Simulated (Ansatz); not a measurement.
A computed series for NbAgO3: pressure series

The parent structure is NbAgO3 in the cubic perovskite structure (space group Pm-3m, No. 221; a = 3.950 Å; a cell from a computed database, its experimental status unchecked).

Cell and atoms are relaxed at each pressure.

Method: Ansatz (an electronic-structure program), PBEsol, PAW, cutoff 420 eV, no spin-orbit coupling, earlier PAW set.

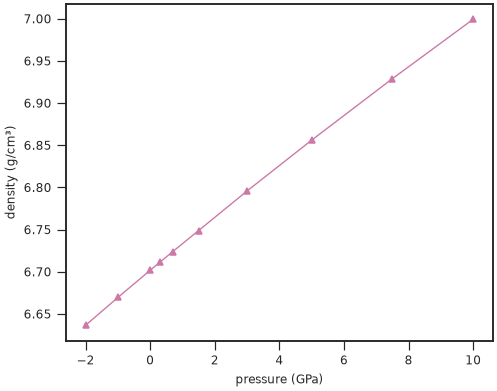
*Density against pressure*

Problem. From the plot, what is the density for pressure 3 GPa?

Solution. About 6.80 g/cm³.

Problem. Is the trend monotonic over the range shown?

Solution. Yes, it rises throughout, spanning 6.64 g/cm³ to 7.00 g/cm³.

Load acts through the strain it causes; cell and atoms are relaxed under it. Stability against distortions was not tested. Competing high-pressure phases were not computed. Many cubic perovskites are stable only at high temperature; tilts and polar distortions were not tested.
